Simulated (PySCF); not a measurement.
Excited-state calculation, with input and output: CAlCl2N

The run: excited-state calculation of CAlCl2N, SMILES N#[C][Al]([Cl])[Cl]. Method and program: TDA (CAM-B3LYP)/6-31G*, RKS (PySCF 2.14.0).

The geometry comes from this level: PBE0-D4/def2-TZVP.

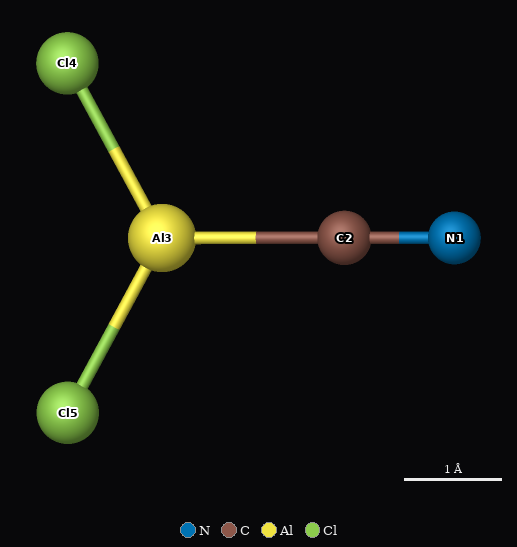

Figure 1. The structure (ball-and-stick view, seen at a tilt; atoms are numbered from 1 in the order of the input). Sticks mark near contacts. Bond lengths as drawn: Al–C 1.91 Å, Al–Cl 2.06 Å and C–N 1.15 Å.

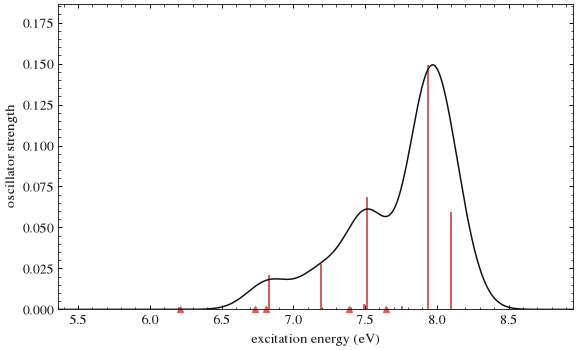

Figure 2. Computed excitations as sticks (degenerate states added up, dark ones marked on the axis), with a Gaussian envelope of 0.35 eV full width at half maximum, scaled to the tallest. Of the 12 states the lowest lies at 6.21 eV (f = 0.000); the strongest line is at 7.94 eV, or 156 nm (f = 0.149).

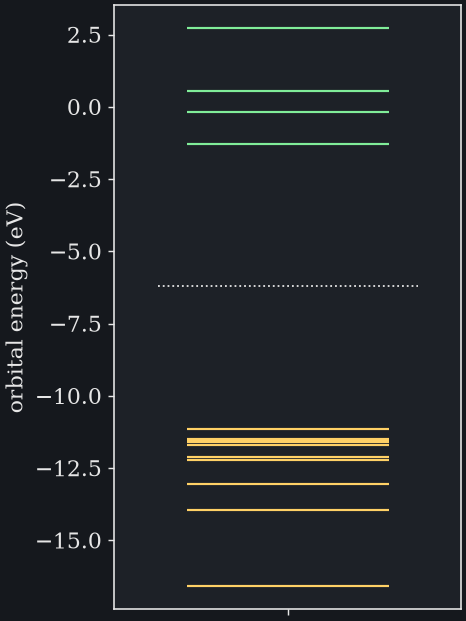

Figure 3. Orbital energies near the frontier; the dotted line parts filled from empty levels, and levels within 0.02 eV of each other stand side by side. Highest filled −11.16 eV, lowest empty −1.28 eV, 9.88 eV apart.

These pictures come from the run below.

Input file (run.py)
```python
from pyscf import gto, dft, tdscf

mol = gto.M(
    atom='geometry.xyz',
    verbose=3,
    max_memory=1860,
    basis='6-31g*',
)

calc0 = dft.RKS(mol)
calc0.xc = 'cam-b3lyp'
calc0.conv_tol = 1e-10
calc0.grids.level = 4
calc0.kernel()
if not calc0.converged:
    calc0 = calc0.newton().run(calc0.mo_coeff, calc0.mo_occ)

e_tot = calc0.e_tot
print('E = %.10f Eh' % e_tot)

td = tdscf.TDA(calc0)
td.nstates = 12
td.kernel()
td.analyze()
roots = td.e * 27.211386
osc = td.oscillator_strength()
print('state   eV      nm      f')
for i, (w, f) in enumerate(zip(roots, osc), 1):
    print('%3d %9.4f %8.1f %9.5f' % (i, w, 1239.842 / w, f))
```

File geometry.xyz
```
5

N      1.443500    -1.461500     1.381200
C      0.772200    -0.785700     0.731700
Al    -0.338400     0.336700    -0.345900
Cl    -2.023600    -0.475700    -1.213200
Cl     0.196200     2.312600    -0.595400
```

Launched with:
```bash
OMP_NUM_THREADS=1 python run.py
```

Output
```
converged SCF energy = -1255.74879517869
E = -1255.7487951787 Eh
Excitation energies (eV)
[6.21064597 6.73418881 6.80832575 6.83106929 7.19013574 7.38635271
 7.49392281 7.51272839 7.64728606 7.75757925 7.93846404 8.09842694]

** Singlet excitation energies and oscillator strengths **
state   eV      nm      f
  1    6.2106    199.6   0.00000
  2    6.7342    184.1   0.00000
  3    6.8083    182.1   0.00046
  4    6.8311    181.5   0.02103
  5    7.1901    172.4   0.02753
  6    7.3864    167.9   0.00000
  7    7.4939    165.4   0.00299
  8    7.5127    165.0   0.06863
  9    7.6473    162.1   0.00000
 10    7.7576    159.8   0.00183
 11    7.9385    156.2   0.14922
 12    8.0984    153.1   0.05937
```

Results in brief

```csv
quantity,value
outcome,converged
total energy,−1255.748795 hartree
basis functions,82
HOMO,−11.16 eV
LUMO,−1.28 eV
dipole moment,1.93 D
lowest excitation,6.21 eV
hardware,"1 thread of Arm Neoverse V2, 24 GiB of memory available, shared host"
wall time,2 min
peak memory,0.55 GiB
```
